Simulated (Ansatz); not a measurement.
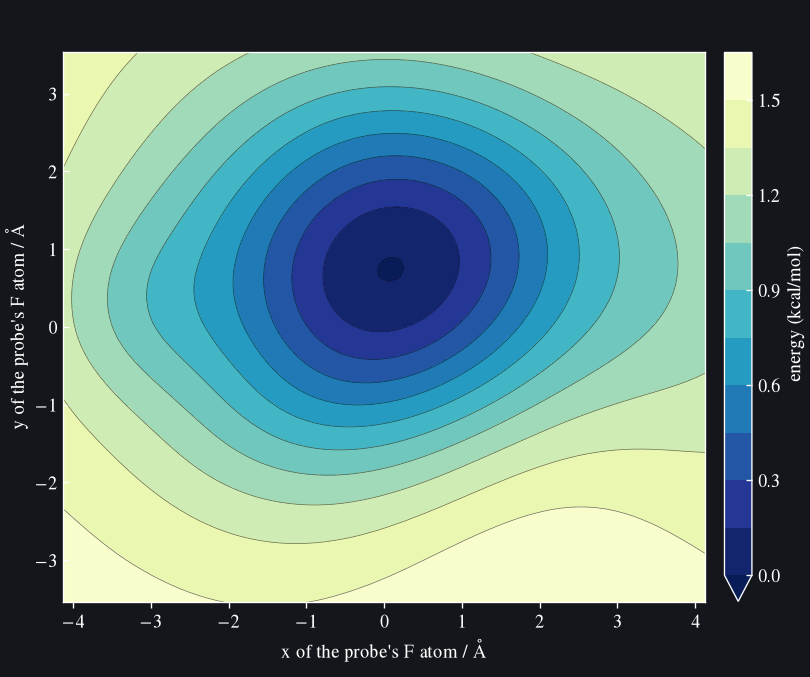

Energy landscape of AlH₅OSi (SMILES [OH][AlH][SiH3]) with the probe HF. The probe is moved over a plane parallel to the molecule's main plane, 3.99 Å above it. First axis: x of the probe's F atom. Second axis: y of the probe's F atom. Nothing is relaxed (molecule and probe rigid, the probe upright with F nearest the plane). The scan uses a 15 × 13 grid. All energies are given in kcal/mol relative to the lowest grid point. Level of theory: Ansatz, RKS CAM-B3LYP-D4/def2-SVPD.

In the figure: filled contours. Between grid points the surface is interpolated. 

### Where are the wells?

The lowest grid point is at x of the probe's F atom = 0.00 Å, y of the probe's F atom = 0.59 Å. No other kind of well shows on this grid. The highest grid point, x of the probe's F atom = 1.77 Å, y of the probe's F atom = −3.54 Å, lies 1.63 kcal/mol above the lowest. Near the minimum the curvatures are about 0.018 and 0.024 eV/Å² along the soft and the stiff direction.

Grid values (kcal/mol):

| y of the probe's F atom ↓, x of the probe's F atom → | −4.13 | −3.54 | −2.95 | −2.36 | −1.77 | −1.18 | −0.59 | 0.00 | 0.59 | 1.18 | 1.77 | 2.36 | 2.95 | 3.54 | 4.13 |
| --- | --- | --- | --- | --- | --- | --- | --- | --- | --- | --- | --- | --- | --- | --- | --- |
| 3.54 | 1.43 | 1.38 | 1.33 | 1.27 | 1.21 | 1.15 | 1.10 | 1.09 | 1.10 | 1.14 | 1.19 | 1.24 | 1.28 | 1.31 | 1.33 |
| 2.95 | 1.40 | 1.34 | 1.26 | 1.17 | 1.06 | 0.96 | 0.87 | 0.83 | 0.85 | 0.92 | 1.01 | 1.10 | 1.18 | 1.23 | 1.27 |
| 2.36 | 1.37 | 1.28 | 1.17 | 1.04 | 0.89 | 0.73 | 0.60 | 0.53 | 0.56 | 0.66 | 0.80 | 0.94 | 1.06 | 1.14 | 1.21 |
| 1.77 | 1.33 | 1.21 | 1.06 | 0.91 | 0.72 | 0.51 | 0.34 | 0.25 | 0.27 | 0.40 | 0.60 | 0.79 | 0.95 | 1.07 | 1.15 |
| 1.18 | 1.28 | 1.12 | 0.95 | 0.79 | 0.59 | 0.35 | 0.15 | 0.05 | 0.08 | 0.25 | 0.48 | 0.71 | 0.89 | 1.02 | 1.11 |
| 0.59 | 1.24 | 1.05 | 0.88 | 0.73 | 0.54 | 0.30 | 0.09 | 0.00 | 0.06 | 0.24 | 0.48 | 0.71 | 0.89 | 1.01 | 1.10 |
| 0.00 | 1.25 | 1.06 | 0.90 | 0.76 | 0.59 | 0.37 | 0.19 | 0.13 | 0.21 | 0.39 | 0.61 | 0.82 | 0.96 | 1.06 | 1.13 |
| −0.59 | 1.31 | 1.16 | 1.02 | 0.89 | 0.72 | 0.54 | 0.41 | 0.39 | 0.48 | 0.65 | 0.83 | 0.99 | 1.09 | 1.16 | 1.20 |
| −1.18 | 1.38 | 1.28 | 1.16 | 1.04 | 0.90 | 0.77 | 0.70 | 0.71 | 0.81 | 0.95 | 1.08 | 1.19 | 1.25 | 1.27 | 1.29 |
| −1.77 | 1.45 | 1.38 | 1.28 | 1.18 | 1.08 | 1.01 | 0.99 | 1.03 | 1.11 | 1.22 | 1.31 | 1.37 | 1.39 | 1.38 | 1.37 |
| −2.36 | 1.50 | 1.45 | 1.39 | 1.32 | 1.26 | 1.23 | 1.23 | 1.28 | 1.35 | 1.42 | 1.48 | 1.51 | 1.50 | 1.47 | 1.45 |
| −2.95 | 1.54 | 1.51 | 1.47 | 1.43 | 1.40 | 1.39 | 1.40 | 1.44 | 1.50 | 1.55 | 1.58 | 1.59 | 1.57 | 1.54 | 1.50 |
| −3.54 | 1.56 | 1.54 | 1.53 | 1.51 | 1.50 | 1.50 | 1.51 | 1.55 | 1.58 | 1.62 | 1.63 | 1.63 | 1.60 | 1.57 | 1.54 |

Each point was launched as `ansatz run input.yaml --threads 1 --pin off --max-ram 2560MiB --backend cpu --events-out ev --progress --plain --runs-dir out`. Time for the 195 points that were run: 47 min on 1 thread of Arm Neoverse N1, with other jobs on the host.
